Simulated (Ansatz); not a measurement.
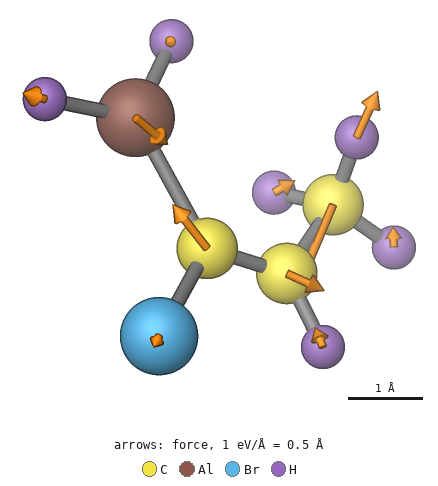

Starting geometry of C3H6AlBr (coarse preliminary run) with the computed forces as orange arrows. The picture is a ball-and-stick view, seen from a free direction.

The start comes from a force field.

The calculation used Ansatz, RKS PBE-D4/def2-SVP. (force threshold 0.03 eV/Å; at most 200 steps)

> Is this structure relaxed? If not, where do the atoms go?

It isn't relaxed: the largest force vector, on a C atom, is 2.86 eV/Å. The final displacements have little in common with the starting forces (cosine between the two patterns 0.03). The largest move after the best rigid fit is that of an H atom, 1.05 Å. Largest moves by element: H 1.05 Å, Al 0.23 Å, C 0.13 Å, Br 0.08 Å. Some distances before and after: Al–H 1.535 → 1.594 Å, Al–C 2.021 → 1.964 Å, C–H 1.066 → 1.112 Å, Br–C 1.911 → 1.941 Å. Bond angles that change, for instance: H–C–H 113.7° → 106.0°, C–C–H 105.2° → 112.9°, C–C–H 106.2° → 110.5°. Groups turn about C–C by about 55°. After 19 accepted moves (22 points after the start) the energy has fallen by 0.299 eV. Largest force component: 2 eV/Å at the start, 0.0073 eV/Å at the end. The line search rejected the trial steps at points 9, 12, 18 of the run. The forces were under the threshold at step 5, but the run went on from there.
